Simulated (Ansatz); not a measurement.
Input file:

```
crystal:
  periodic: [false, false, false]
  atoms:
    - { symbol: Ti, position_ang: [-0.651724, -0.150346, -0.708216] }
    - { symbol: O, position_ang: [0.271747, -1.10045, 0.951903] }
    - { symbol: Cl, position_ang: [-0.209934, -1.395693, -2.421128] }
    - { symbol: Cl, position_ang: [-2.775612, -0.16663, -0.316606] }
    - { symbol: Cl, position_ang: [-0.046502, 1.877658, -1.233885] }
    - { symbol: H, position_ang: [1.109557, 0.892365, 1.654683] }
    - { symbol: H, position_ang: [1.167507, 1.526277, 1.355416] }
    - { symbol: H, position_ang: [1.134862, -1.483181, 0.717933] }
basis:
  gaussian: { orbitals: def2-SVP }
hamiltonian:
  xc: b3lyp
  dispersion: d4
relax:
  f_tol: 0.03
  max_steps: 50
output:
  orbitals: {}
```

Launched as:

```sh
ansatz run input.yaml --threads 2 --pin off --max-ram 3072MiB --backend cpu --events-out ev --progress --plain --runs-dir out
```

The fields are those of the relaxed geometry.

Method: RKS B3LYP-D4/def2-SVP in Ansatz 0.2.0.

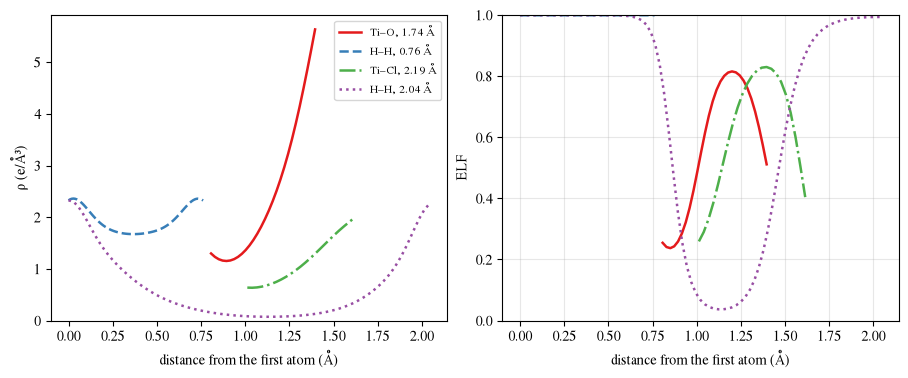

Cl$_{3}$HOTi···H$_{2}$. Total electron density and ELF along straight lines between neighbouring atoms. The curves leave out the atomic cores.

What can be read from the curves?

Answer. Ti–O (1.74 Å): the density is about 1.2 e/Å³ at the midpoint; the ELF peaks at about 0.80 in the valence shell of O, 0.5 Å from its nucleus, and drops to about 0.25 between the two atoms.
H–H (0.76 Å): the density is about 1.7 e/Å³ at the midpoint; the ELF peaks at about 1 between the atoms.
Ti–Cl (2.19 Å): ρ at the midpoint is about 0.66 e/Å³; the ELF peaks at about 0.85 in the valence shell of Cl, 0.8 Å from its nucleus, and is about 0.40 at the midpoint.
H6···H8 (2.04 Å): the density falls to about 0.07 e/Å³ on the way; the ELF dips to about 0.05 between them.
